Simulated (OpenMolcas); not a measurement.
Relativistic diatomic calculation for HfS (part 2 of 2)

The same run, continued: HfS. Method: SA-CASSCF(8,9)/XMS-CASPT2 + RASSI spin-orbit (X2C scalar, AMFI), ANO-RCC-VDZP (OpenMolcas).

## Output (extracts), continued
```
++ Dipole transition strengths (spin-free states):
     for osc. strength at least  1.00000000E-05
      From   To        Osc. strength     Einstein coefficients Ax, Ay, Az (sec-1)    Total A (sec-1)
        10    5       5.30912925E-04  1.40097414E+02  4.93033210E+03  0.00000000E+00  5.07042952E+03
        10    6       1.14486383E-03  1.34979963E+04  3.84635805E+02  0.00000000E+00  1.38826321E+04
        10    7       1.03842711E-03  9.81423397E+03  5.16893573E+03  0.00000000E+00  1.49831697E+04
        10    8       1.03822334E-03  5.11449822E+03  9.87698239E+03  0.00000000E+00  1.49914806E+04
        10    9       2.76013292E-04  1.48350788E+02  5.18558795E+03  0.00000000E+00  5.33393873E+03
        10   14       9.15979692E-04  0.00000000E+00  0.00000000E+00  3.40783565E+04  3.40783565E+04
        10   16       5.71117381E-03  0.00000000E+00  0.00000000E+00  3.20041751E+05  3.20041751E+05
        11    5       5.31294397E-04  4.93278455E+03  1.40940716E+02  0.00000000E+00  5.07372527E+03
        11    6       1.14251720E-03  3.83019765E+02  1.34703151E+04  0.00000000E+00  1.38533348E+04
        11    7       1.03891445E-03  5.16086397E+03  9.82850233E+03  0.00000000E+00  1.49893663E+04
        11    8       1.03971926E-03  9.88109066E+03  5.13115431E+03  0.00000000E+00  1.50122450E+04
        11    9       2.75939981E-04  5.18418247E+03  1.48082827E+02  0.00000000E+00  5.33226529E+03
        11   15       9.15832029E-04  0.00000000E+00  0.00000000E+00  3.40718207E+04  3.40718207E+04
        11   17       5.71132426E-03  0.00000000E+00  0.00000000E+00  3.20049649E+05  3.20049649E+05
         1    7       1.28089821E-05  0.00000000E+00  0.00000000E+00  1.41104603E+02  1.41104603E+02
         1   12       5.65417947E-05  3.41583804E+01  7.09687838E+02  0.00000000E+00  7.43846219E+02
         1   13       5.65653096E-05  7.09989011E+02  3.41671545E+01  0.00000000E+00  7.44156166E+02
         1   14       2.66820388E-04  8.30360784E+03  1.23938500E+02  0.00000000E+00  8.42754634E+03
         1   15       2.67107707E-04  1.23742582E+02  8.31291635E+03  0.00000000E+00  8.43665893E+03
         1   16       1.92589826E-03  9.38812790E+04  6.59637959E+02  0.00000000E+00  9.45409170E+04
         1   17       1.92759303E-03  6.58922670E+02  9.39678790E+04  0.00000000E+00  9.46268017E+04
         1   18       5.76046139E-03  1.66713567E+06  4.02572456E+05  0.00000000E+00  2.06970813E+06
         1   19       5.77499544E-03  4.01426147E+05  1.67350450E+06  0.00000000E+00  2.07493064E+06
         2    8       1.27895401E-05  0.00000000E+00  0.00000000E+00  1.40683418E+02  1.40683418E+02
         2   12       5.54072164E-05  6.95184437E+02  3.21828043E+01  0.00000000E+00  7.27367242E+02
         2   13       5.54015991E-05  3.21185250E+01  6.95175554E+02  0.00000000E+00  7.27294079E+02
         2   14       2.64128635E-04  1.30601883E+02  8.20045326E+03  0.00000000E+00  8.33105514E+03
         2   15       2.64197997E-04  8.20229288E+03  1.30987231E+02  0.00000000E+00  8.33328011E+03
         2   16       1.90664323E-03  6.94599683E+02  9.27978563E+04  0.00000000E+00  9.34924560E+04
         2   17       1.90718425E-03  9.28248764E+04  6.96768383E+02  0.00000000E+00  9.35216447E+04
         2   18       5.85248691E-03  4.00260847E+05  1.70165411E+06  0.00000000E+00  2.10191496E+06
         2   19       5.84671430E-03  1.69834384E+06  4.01498392E+05  0.00000000E+00  2.09984223E+06
         3   12       4.75161358E-05  4.27211954E-01  4.17872298E+02  0.00000000E+00  4.18299510E+02
         3   13       4.74880956E-05  4.17630700E+02  4.22370528E-01  0.00000000E+00  4.18053070E+02
         3   18       5.34138680E-02  1.03176435E+07  7.56045874E+06  0.00000000E+00  1.78781022E+07
         3   19       5.33978427E-02  7.55351333E+06  1.03192295E+07  0.00000000E+00  1.78727428E+07
         4   12       4.74882097E-05  4.17411551E+02  4.24145633E-01  0.00000000E+00  4.17835697E+02
         4   13       4.74910118E-05  4.24841713E-01  4.17435917E+02  0.00000000E+00  4.17860758E+02
         4   18       5.34050615E-02  7.55647978E+06  1.03171632E+07  0.00000000E+00  1.78736430E+07
         4   19       5.34021556E-02  1.03170837E+07  7.55559115E+06  0.00000000E+00  1.78726748E+07
         5    9       2.41635141E-05  0.00000000E+00  0.00000000E+00  4.11915484E+01  4.11915484E+01
         5   14       1.21542415E-03  4.72665833E+02  1.05330431E+04  0.00000000E+00  1.10057090E+04
         5   15       1.21583574E-03  1.05356288E+04  4.73898836E+02  0.00000000E+00  1.10095276E+04
         5   16       4.23039686E-03  2.35184198E+03  7.93800799E+04  0.00000000E+00  8.17319218E+04
         5   17       4.23344630E-03  7.94293526E+04  2.36519087E+03  0.00000000E+00  8.17945435E+04
         6   14       1.62999749E-03  1.06867919E+04  4.79011634E+02  0.00000000E+00  1.11658036E+04
         6   15       1.62766157E-03  4.78094772E+02  1.06718140E+04  0.00000000E+00  1.11499088E+04
         6   16       6.50137406E-03  1.01203311E+05  3.00595757E+03  0.00000000E+00  1.04209268E+05
         6   17       6.48795677E-03  2.99389475E+03  1.01005484E+05  0.00000000E+00  1.03999379E+05
         7   14       4.54224438E-04  1.49879095E+03  9.06178466E+02  0.00000000E+00  2.40496941E+03
         7   15       4.54306563E-04  9.03323684E+02  1.50210675E+03  0.00000000E+00  2.40543043E+03
         7   16       4.92216528E-03  4.40570181E+04  2.28665991E+04  0.00000000E+00  6.69236171E+04
         7   17       4.92454581E-03  2.28314202E+04  4.41281798E+04  0.00000000E+00  6.69596000E+04
         7   18       4.07176688E-02  2.88996896E+06  7.06492941E+06  0.00000000E+00  9.95489837E+06
         7   19       4.07258016E-02  7.07099024E+06  2.88589937E+06  0.00000000E+00  9.95688961E+06
         8   14       4.53431591E-04  9.30125710E+02  1.46767071E+03  0.00000000E+00  2.39779642E+03
         8   15       4.54528722E-04  1.46895271E+03  9.34671656E+02  0.00000000E+00  2.40362436E+03
         8   16       4.91775252E-03  2.33604134E+04  4.34514927E+04  0.00000000E+00  6.68119061E+04
         8   17       4.92532037E-03  4.34782693E+04  2.34400682E+04  0.00000000E+00  6.69183375E+04
         8   18       4.07179967E-02  7.02165903E+06  2.93150357E+06  0.00000000E+00  9.95316260E+06
         8   19       4.07186056E-02  2.93291624E+06  7.02039808E+06  0.00000000E+00  9.95331432E+06
        12   18       1.76376651E-05  0.00000000E+00  0.00000000E+00  4.14393536E+03  4.14393536E+03
        12   19       2.74195148E-05  0.00000000E+00  0.00000000E+00  6.44216396E+03  6.44216396E+03
        13   18       2.74195812E-05  0.00000000E+00  0.00000000E+00  6.44217645E+03  6.44217645E+03
        13   19       1.76376651E-05  0.00000000E+00  0.00000000E+00  4.14393581E+03  4.14393581E+03
         9   14       1.29909260E-04  1.60195496E+01  3.60973214E+02  0.00000000E+00  3.76992764E+02
         9   15       1.29946297E-04  3.61068160E+02  1.60376304E+01  0.00000000E+00  3.77105790E+02
         9   16       4.14522511E-04  1.15247235E+02  3.84221480E+03  0.00000000E+00  3.95746203E+03
         9   17       4.14368128E-04  3.84128543E+03  1.14957694E+02  0.00000000E+00  3.95624312E+03
        14   16       1.06262807E-04  0.00000000E+00  0.00000000E+00  2.04222097E+02  2.04222097E+02
        15   17       1.06265516E-04  0.00000000E+00  0.00000000E+00  2.04252952E+02  2.04252952E+02
 Electric-quadrupole - electric-quadrupole not included
 Electric-dipole - electric-octupole not included
 Electric-dipole - magnetic-quadrupole not included
   Eigenvalues of complex Hamiltonian:
  (Shifted by EMIN (a.u.) =     -15473.7239777813)
 SO State       Relative EMIN(au)   Rel lowest level(eV)    D:o, cm**(-1)      Omega
     1            -0.0074106970        0.0000000000              0.0000         0.0
     2            -0.0074099336        0.0000207724              0.1675         0.0
     3            -0.0030392366        0.1189534953            959.4246         1.0
     4            -0.0030390899        0.1189574883            959.4568         1.0
     5            -0.0022748953        0.1397522814           1127.1782         2.0
     6            -0.0022734251        0.1397922886           1127.5008         2.0
     7            -0.0019250295        0.1492726167           1203.9648         3.0
     8            -0.0019250293        0.1492726215           1203.9649         3.0
     9            -0.0018450708        0.1514484019           1221.5137         2.0
    10            -0.0018450279        0.1514495709           1221.5232         2.0
    11            -0.0007506884        0.1812280639           1461.7029         1.0
    12            -0.0007499515        0.1812481172           1461.8647         1.0
    13            -0.0006234356        0.1846907894           1489.6317         0.0
    14            -0.0005345447        0.1871096347           1509.1410         0.0
    15             0.0007877599        0.2230913759           1799.3533         1.0
    16             0.0007877655        0.2230915294           1799.3545         1.0
    17             0.0022482622        0.2628336688           2119.8965         3.0
    18             0.0022482635        0.2628337036           2119.8968         3.0
    19             0.0030277374        0.2840442682           2290.9715         2.0
    20             0.0030480271        0.2845963811           2295.4246         2.0
    21             0.0063440330        0.3742852708           3018.8143         4.0
    22             0.0063483459        0.3744026297           3019.7609         4.0
    23             0.0074923997        0.4055339207           3270.8517         3.0
    24             0.0074924029        0.4055340062           3270.8523         3.0
    25             0.0104483482        0.4859693771           3919.6074         5.0
    26             0.0104483482        0.4859693747           3919.6073         5.0
    27             0.0112767305        0.5085108070           4101.4163         4.0
    28             0.0112767305        0.5085108065           4101.4163         4.0
    29             0.0133660781        0.5653648499           4559.9750         1.0
    30             0.0133660785        0.5653648620           4559.9751         1.0
    31             0.0145544124        0.5977010738           4820.7843         6.0
    32             0.0145544124        0.5977010736           4820.7843         6.0
    33             0.0154001699        0.6207153074           5006.4066         2.0
    34             0.0154002749        0.6207181655           5006.4296         2.0
    35             0.0169273839        0.6622729179           5341.5913         1.0
    36             0.0169276374        0.6622798161           5341.6470         1.0
    37             0.0176695432        0.6824681017           5504.4765         0.0
    38             0.0181488913        0.6955118284           5609.6812         2.0
    39             0.0181493857        0.6955252825           5609.7897         2.0
    40             0.0195677861        0.7341219225           5921.0926         0.0
    41             0.0202270684        0.7520619077           6065.7884         0.0
    42             0.0204717710        0.7587206049           6119.4944         1.0
    43             0.0204728631        0.7587503233           6119.7341         1.0
    44             0.0206340249        0.7631357579           6155.1050         0.0
    45             0.0211099881        0.7760873779           6259.5668         1.0
    46             0.0211110358        0.7761158862           6259.7968         1.0
    47             0.0215422738        0.7878504704           6354.4426         2.0
    48             0.0215445849        0.7879133597           6354.9498         2.0
    49             0.0217849949        0.7944552481           6407.7137         2.0
    50             0.0217902703        0.7945987991           6408.8715         2.0
    51             0.0220994815        0.8030128649           6476.7355         0.0
    52             0.0224863790        0.8135408823           6561.6497         2.3
    53             0.0224866203        0.8135474473           6561.7027         2.3
    54             0.0224908115        0.8136614972           6562.6226         2.1
    55
```

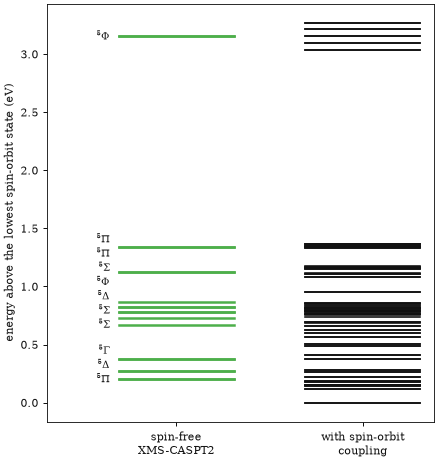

**Figure 1.** States up to 3.5 eV at 2.159 Å, without spin-orbit coupling (left, a colour for each spin multiplicity) and with it (right, where close levels merge). The spin-free states run ⁵Π (0.00 eV), ⁵Δ (0.07 eV), ⁵Γ (0.17 eV), ⁵Σ (0.47 eV), ⁵Σ (0.53 eV), ⁵Δ (0.58 eV) from the lowest. The lowest spin-orbit levels have |Ω| = 0 (0 cm⁻¹), 1 (959 cm⁻¹), 2 (1,127 cm⁻¹), 3 (1,204 cm⁻¹), 2 (1,222 cm⁻¹).

Outcome of the run: converged.
